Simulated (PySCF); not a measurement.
# Two runs on C₃H₈O

System: C₃H₈O (1-propanol), SMILES CCCO.
Method of run A: GIAO PBE0/pcSseg-1 NMR shielding, non-relativistic, gas phase (PySCF 2.14.0).

The geometry comes from this level: GFN2-xTB, MD frame at 250 fs, 200 K. Text and figures count atoms from 1; the logs count them from 0 in places.

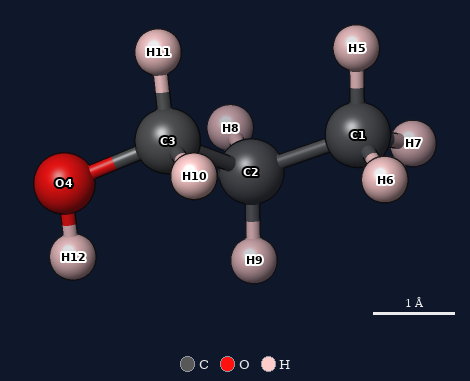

Figure 1. The structure (ball-and-stick view, seen at a tilt; atoms are numbered from 1 in the order of the input).

**Input, run A**
```
{"job": {"kind": "nmr", "xc": "PBE0", "basis": "pcSseg-1", "pop": false}, "charge": 0, "multiplicity": 1}
C     -1.911000     0.411400     0.387700
C     -0.650100     0.221000    -0.381100
C      0.469500    -0.077600     0.674100
O      1.761200    -0.114000     0.092100
H     -2.125100    -0.471600     1.013500
H     -1.903600     1.292200     0.955600
H     -2.704600     0.451400    -0.329500
H     -0.736600    -0.647500    -1.007100
H     -0.426100     1.156600    -0.949200
H      0.485000     0.744300     1.416400
H      0.323100    -1.046500     1.215400
H      1.845700     0.641200    -0.482400
```

The first line tells a small driver script what to run in PySCF; the rest is the geometry in Å.

Launched with:
```bash
OMP_NUM_THREADS=1 python <driver script> task.json out
```

Hardware: 1 CPU thread, shared host.

**Output (run A)**
```
coarse grid: 9304 points
cycle   1  E = -193.9734154590  dE =  2.821e-01  |g| = 6.445e-01  |ddm| = 2.759e+00
cycle   2  E = -193.9226678880  dE =  5.075e-02  |g| = 8.503e-01  |ddm| = 1.123e+00
cycle   3  E = -194.0534916982  dE = -1.308e-01  |g| = 6.713e-02  |ddm| = 6.922e-01
cycle   4  E = -194.0542584297  dE = -7.667e-04  |g| = 2.863e-02  |ddm| = 6.302e-02
cycle   5  E = -194.0544500054  dE = -1.916e-04  |g| = 3.386e-03  |ddm| = 2.410e-02
cycle   6  E = -194.0544522798  dE = -2.274e-06  |g| = 8.281e-04  |ddm| = 2.962e-03
final grid: 87808 points
cycle   7  E = -194.0891536361  dE = -2.467e-05  |g| = 9.129e-03  |ddm| = 1.938e-02
cycle   8  E = -194.0891399302  dE =  1.371e-05  |g| = 1.240e-02  |ddm| = 1.469e-02
cycle   9  E = -194.0891715480  dE = -3.162e-05  |g| = 9.011e-04  |ddm| = 8.599e-03
cycle  10  E = -194.0891717023  dE = -1.544e-07  |g| = 1.394e-04  |ddm| = 7.363e-04
cycle  11  E = -194.0891717063  dE = -3.976e-09  |g| = 2.454e-05  |ddm| = 1.217e-04
cycle  12  E = -194.0891717064  dE = -1.223e-10  |g| = 8.195e-06  |ddm| = 2.424e-05
converged SCF energy = -194.0891717064

GIAO shielding tensors (ppm)
atom      isotropic    diamagn.    paramagn.     s11        s22        s33       span
  0 C      177.742     247.017     -69.275    169.694    173.867    189.665     19.971
  1 C      151.703     249.044     -97.341    131.660    157.016    166.432     34.772
  2 C      109.068     243.936    -134.868     76.599     97.910    152.697     76.098
  3 O      286.169     388.593    -102.424    227.574    295.595    335.337    107.763
  4 H       30.821      29.169       1.651     26.509     28.930     37.023     10.514
  5 H       31.798      30.541       1.257     27.685     29.717     37.993     10.308
  6 H       30.969      28.915       2.054     26.333     28.546     38.028     11.695
  7 H       29.937      31.969      -2.031     26.693     28.930     34.190      7.497
  8 H       29.879      31.282      -1.403     26.148     29.074     34.416      8.268
  9 H       27.365      30.555      -3.190     22.423     28.731     30.941      8.519
 10 H       27.377      29.279      -1.902     23.715     28.125     30.291      6.577
 11 H       32.220      33.462      -1.242     23.659     30.697     42.303     18.644
```

For run B the input was changed thus:
```diff
-C     -1.911000     0.411400     0.387700
-C     -0.650100     0.221000    -0.381100
-C      0.469500    -0.077600     0.674100
-O      1.761200    -0.114000     0.092100
-H     -2.125100    -0.471600     1.013500
-H     -1.903600     1.292200     0.955600
-H     -2.704600     0.451400    -0.329500
-H     -0.736600    -0.647500    -1.007100
-H     -0.426100     1.156600    -0.949200
-H      0.485000     0.744300     1.416400
-H      0.323100    -1.046500     1.215400
-H      1.845700     0.641200    -0.482400
+C     -1.819300     0.355100     0.908800
+C     -0.357000     0.241600     0.526600
+C      0.169700    -1.118100     0.917500
+O      1.274500    -1.594200     0.250000
+H     -2.439200    -0.295400     0.298200
+H     -1.918000     0.001300     1.906100
+H     -2.228800     1.378500     0.792800
+H     -0.288200     0.195000    -0.559200
+H      0.170200     1.145500     0.934500
+H      0.346200    -1.107500     1.983300
+H     -0.585300    -1.876400     0.777300
+H      2.075000    -1.170300     0.512000
```

How does run B compare with run A?

With the same method and basis, run B lies 0.40 kcal/mol higher. The HOMO goes from −7.45 to −7.67 eV. The LUMO goes from 1.42 to 1.53 eV. The dipole moment goes from 1.85 to 1.51 D. Of all shieldings, the largest change is that of O4, by +20.0 ppm. The number of SCF iterations is the same.

**Output (run B)**
```
coarse grid: 9304 points
cycle   1  E = -193.9791287606  dE =  3.679e-01  |g| = 6.225e-01  |ddm| = 2.773e+00
cycle   2  E = -193.9378165414  dE =  4.131e-02  |g| = 7.999e-01  |ddm| = 1.120e+00
cycle   3  E = -194.0537448708  dE = -1.159e-01  |g| = 5.926e-02  |ddm| = 6.868e-01
cycle   4  E = -194.0542837275  dE = -5.389e-04  |g| = 2.777e-02  |ddm| = 5.791e-02
cycle   5  E = -194.0544631794  dE = -1.795e-04  |g| = 3.198e-03  |ddm| = 2.381e-02
cycle   6  E = -194.0544653143  dE = -2.135e-06  |g| = 5.867e-04  |ddm| = 2.688e-03
final grid: 87808 points
cycle   7  E = -194.0885254033  dE = -2.821e-05  |g| = 8.682e-03  |ddm| = 2.001e-02
cycle   8  E = -194.0885145984  dE =  1.080e-05  |g| = 1.143e-02  |ddm| = 1.407e-02
cycle   9  E = -194.0885417871  dE = -2.719e-05  |g| = 8.132e-04  |ddm| = 8.201e-03
cycle  10  E = -194.0885419117  dE = -1.246e-07  |g| = 1.528e-04  |ddm| = 7.193e-04
cycle  11  E = -194.0885419163  dE = -4.566e-09  |g| = 3.247e-05  |ddm| = 1.411e-04
cycle  12  E = -194.0885419165  dE = -2.360e-10  |g| = 7.680e-06  |ddm| = 3.409e-05
converged SCF energy = -194.0885419165

GIAO shielding tensors (ppm)
atom      isotropic    diamagn.    paramagn.     s11        s22        s33       span
  0 C      175.125     247.093     -71.968    159.291    176.538    189.546     30.255
  1 C      157.184     248.424     -91.239    143.619    157.220    170.715     27.096
  2 C      122.983     240.793    -117.810     82.786    116.135    170.028     87.242
  3 O      306.166     387.734     -81.569    289.169    306.420    322.908     33.739
  4 H       30.902      29.949       0.953     26.735     28.837     37.133     10.398
  5 H       31.777      29.697       2.080     27.421     30.409     37.501     10.079
  6 H       30.208      28.360       1.848     25.692     27.540     37.390     11.698
  7 H       29.940      32.059      -2.119     26.401     29.219     34.200      7.799
  8 H       29.387      30.729      -1.342     25.009     28.528     34.625      9.616
  9 H       28.205      29.754      -1.548     23.307     29.495     31.815      8.508
 10 H       28.754      29.787      -1.033     23.063     30.566     32.633      9.570
 11 H       31.867      33.120      -1.253     23.334     28.140     44.128     20.794
```

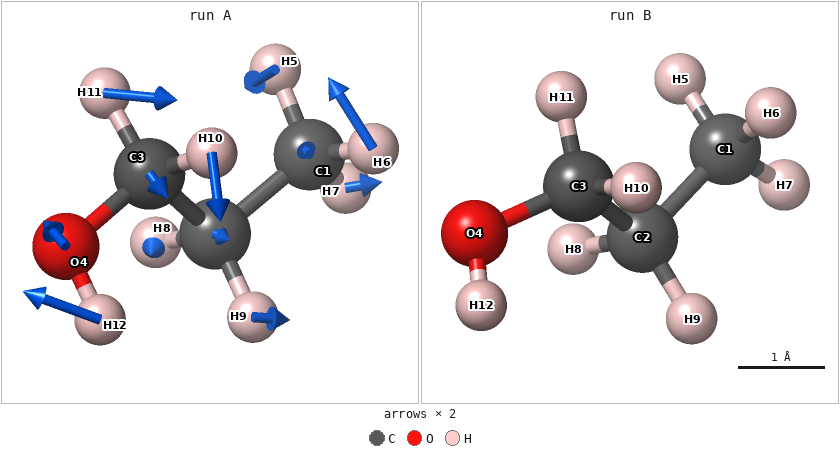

Figure 2. The two input geometries at one scale (ball-and-stick view, seen at a tilt). The blue arrows on the first give the shifts of the atoms after the best rigid fit, magnified 2 times. The largest moves after the best rigid fit, 0.49 Å, are those of H6 and H12. Largest moves by element: H 0.49 Å, O 0.27 Å, C 0.19 Å. Among the contacts that change: C2–C3 1.567 → 1.510 Å, C3–O4 1.417 → 1.376 Å, C3–H11 1.119 → 1.079 Å, C1–H7 1.070 → 1.108 Å.

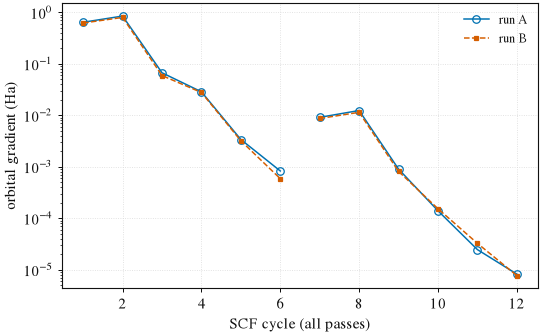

Figure 3. Convergence of the two runs: orbital gradient against the SCF cycle. A break in a curve parts two SCF passes (coarse and final grid). Run A takes 12 cycles in all, and run B takes 12.

**The two runs side by side**

| quantity | run A | run B |
| --- | --- | --- |
| outcome | converged | converged |
| total energy (hartree) | −194.089172 | −194.088542 |
| HOMO (eV) | −7.45 | −7.67 |
| LUMO (eV) | 1.42 | 1.53 |
| dipole moment (D) | 1.85 | 1.51 |
| shielding of C1 (ppm) | 177.7 | 175.1 |
| shielding of C2 (ppm) | 151.7 | 157.2 |
| shielding of C3 (ppm) | 109.1 | 123.0 |
| shielding of O4 (ppm) | 286.2 | 306.2 |
| shielding of H7 (ppm) | 31.0 | 30.2 |
| shielding of H10 (ppm) | 27.4 | 28.2 |
| shielding of H11 (ppm) | 27.4 | 28.8 |
| SCF iterations | 12 | 12 |
| basis functions | 108 | 108 |
| wall time (shared host) | 5.2 s | 5 s |
